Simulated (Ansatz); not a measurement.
# r2SCAN/def2-SVP run of CH5AlO2 (SMILES C[Al](O)O)

Aim: the electronic atomisation energy of CH5AlO2 at r2SCAN/def2-SVP, from 5 runs. 

The calculation is run with Ansatz 0.2.0.

## (1) The structure to begin with

The species is CH5AlO2 (9 atoms), meant as a singlet with charge 0. As SMILES, `C[Al](O)O`. The coordinates come from a PBE0-D4/def2-TZVP relaxation. This is one conformer, not always the lowest.

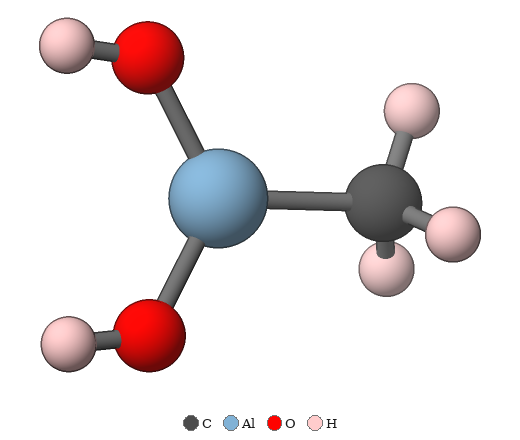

The structure, seen from a chosen angle (carbon dark grey, aluminium light blue, oxygen red, hydrogen pink).

## (2) A single-point energy at r2SCAN/def2-SVP

The input, run.yaml:

```yaml
crystal:
  periodic: [false, false, false]
  atoms:
    - {symbol: C, position_ang: [-0.025110, 1.109820, -1.034090]}
    - {symbol: Al, position_ang: [-0.001290, -0.302910, 0.285630]}
    - {symbol: O, position_ang: [0.957740, -1.672870, -0.006720]}
    - {symbol: O, position_ang: [-0.933740, -0.131550, 1.694140]}
    - {symbol: H, position_ang: [-0.226970, 0.712350, -2.032300]}
    - {symbol: H, position_ang: [-0.780650, 1.863510, -0.803740]}
    - {symbol: H, position_ang: [0.945840, 1.611200, -1.084700]}
    - {symbol: H, position_ang: [1.048330, -2.422320, 0.577320]}
    - {symbol: H, position_ang: [-0.984140, -0.767250, 2.404460]}
basis:
  gaussian: {orbitals: def2-SVP}
output: {orbitals: {seedname: orbitals}}
hamiltonian: {xc: {name: r2SCAN}}
accuracy: high
```

Run with:

```console
$ ansatz run run.yaml --threads 1 --pin off --max-ram 3480MiB --events-out events.jsonl --progress --plain --runs-dir runs
```

What it wrote:

```text
Warning: RAYON_NUM_THREADS=1 ignored (pool sized by the plan → 1); use --threads N
Functional definition: r2SCAN
  name "r2SCAN"
  parameter k0 = 0.174
  parameter k1 = 0.065
  parameter a1 = 4.9479
  exchange = r2scan_x(k0 = k0, k1 = k1, a1 = a1)
  correlation = r2scan_c
1886 factors; integrals over basis functions are off by at most 1.0e-8 eV
mean field evaluation 1: about -11787.5830 eV, gradient 8.9e1 eV
mean field evaluation 2: about -11759.7794 eV, gradient 1.4e2 eV
mean field evaluation 4: about -11803.0390 eV, gradient 7.5e0 eV
mean field evaluation 8: about -11803.1776 eV, gradient 1.9e-1 eV
mean field evaluation 16: about -11803.1777 eV, gradient 1.1e-5 eV
mean field -11803.17769376 eV, -433.7587797646 hartree, gradient 3.0e-8 eV, S^2 0.000000; 0 other end points of the search recorded, 0 dependent functions left out
reference -11803.17769464 eV, -433.7587797968 hartree; 20, 20 occupied and 65, 65 virtual orbitals, 1886 factors
Total energy: -11803.17769464 eV, -433.7587797968 hartree
```

Run time: 6.3 s. Hardware: 1 thread of AMD EPYC 9R14 (Zen 4), shared host; peak memory 0.28 GiB.

## (3) The Al atom

The input, input.yaml:

```yaml
crystal:
  periodic: [false, false, false]
  atoms:
    - {symbol: Al, position_ang: [0.000000, 0.000000, 0.000000]}
basis:
  gaussian:
    orbitals: def2-SVP
magnetization:
  spin_polarized: true
  initial_magnetization: 1
accuracy: high
hamiltonian:
  xc: r2scan
```

Run the same way, it converges to -242.24660 Eh (log not shown).

## (4) The C atom, same level

The input, job.yaml:

```yaml
crystal:
  periodic: [false, false, false]
  atoms:
    - {symbol: C, position_ang: [0.000000, 0.000000, 0.000000]}
basis:
  gaussian:
    orbitals: def2-SVP
accuracy: high
hamiltonian:
  xc: r2scan
magnetization:
  spin_polarized: true
  initial_magnetization: 2
```

Run the same way, it converges to -37.78739 Eh (log not shown).

## (5) The H atom

The input, molecule.yaml:

```yaml
crystal:
  periodic: [false, false, false]
  atoms:
    - {symbol: H, position_ang: [0.000000, 0.000000, 0.000000]}
basis:
  gaussian:
    orbitals: def2-SVP
accuracy: high
magnetization:
  spin_polarized: true
  initial_magnetization: 1
hamiltonian:
  xc: {name: r2SCAN}
total_charge: 0
```

Run the same way, it converges to -0.49921 Eh (log not shown).

## (6) The O atom, same level

The input, job.yaml:

```yaml
crystal:
  periodic: [false, false, false]
  atoms:
    - {symbol: O, position_ang: [0.000000, 0.000000, 0.000000]}
basis:
  gaussian:
    orbitals: def2-SVP
magnetization:
  spin_polarized: true
  initial_magnetization: 2
accuracy: high
hamiltonian:
  xc: {name: r2SCAN}
```

Run the same way, it converges to -74.96359 Eh (log not shown).

## (7) What came out

Level: r2SCAN/def2-SVP.

| quantity | value |
| --- | --- |
| molecule: total energy | -433.75878 Eh |
| molecule: HOMO energy | -7.23 eV |
| molecule: LUMO energy | -0.06 eV |
| molecule: HOMO–LUMO gap | 7.17 eV |
| Al atom: total energy | -242.24660 Eh |
| Al atom: ⟨S²⟩ | 0.756 |
| C atom: total energy | -37.78739 Eh |
| C atom: ⟨S²⟩ | 2.005 |
| H atom: total energy | -0.49921 Eh |
| H atom: ⟨S²⟩ | 0.750 |
| O atom: total energy | -74.96359 Eh |
| O atom: ⟨S²⟩ | 2.003 |
| electronic atomisation energy | 35.417 eV |

What this shows: Taking the molecule apart into free atoms costs 35.42 eV (3417 kJ/mol), before zero-point energy and without spin-orbit coupling.
